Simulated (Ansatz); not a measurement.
## Redistribution: C3H10Si2 + CH8O2Si2 → C2H8OSi2 + C2H10OSi2

Gas-phase species: C3H10Si2 `C[SiH2]/C=C/[SiH3]`, singlet; CH8O2Si2 `O[SiH2]C[SiH2]O`, singlet; C2H8OSi2 `O[SiH2]/C=C/[SiH3]`, singlet; C2H10OSi2 `C[SiH2]C[SiH2]O`, singlet. The partners trade CH3 for OH; both sit on Si, so the bond types are kept.

Shapes, held fixed at every level: PBE0-D4/def2-TZVP. Flexible molecules stand in one conformer, not always the lowest. Programs: Ansatz 0.2.0. Electronic energies: no zero-point or thermal term.

```tsv
level	kind	ΔE (kJ/mol)	less CCSD(T)/CBS estimate
PBE-D4/def2-TZVPP	GGA	+15.9	+0.6
r2SCAN-D4/def2-TZVPP	meta-GGA	+15.8	+0.5
B3LYP-D4/def2-TZVPP	global hybrid	+16.4	+1.1
wB97M-V/def2-TZVPP	range-separated hybrid	+16.1	+0.8
wB97X-V/def2-TZVPP	range-separated hybrid	+15.5	+0.2
MP2/def2-TZVPP	perturbation theory	+15.9	+0.6
CCSD/def2-TZVPP	coupled cluster or CI	+14.8	-0.5
CCSD(T)/CBS estimate	coupled cluster or CI	+15.3	0.0
```

The highest level, CCSD(T)/CBS estimate, gives ΔE = +15.3 kJ/mol; the levels span +14.8 to +16.4. The column of differences is taken from that level and isn't an error. No measured value is set beside it here. The CBS estimate extrapolates MP2 from def2-TZVPP and def2-QZVPP and adds CCSD(T) − MP2 in the triple-zeta set, cores frozen.

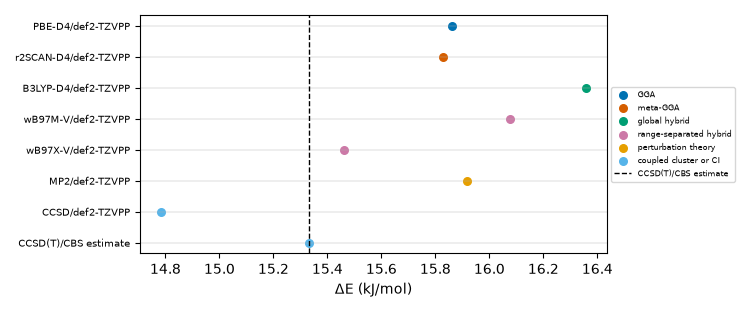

The values of the table, level by level.
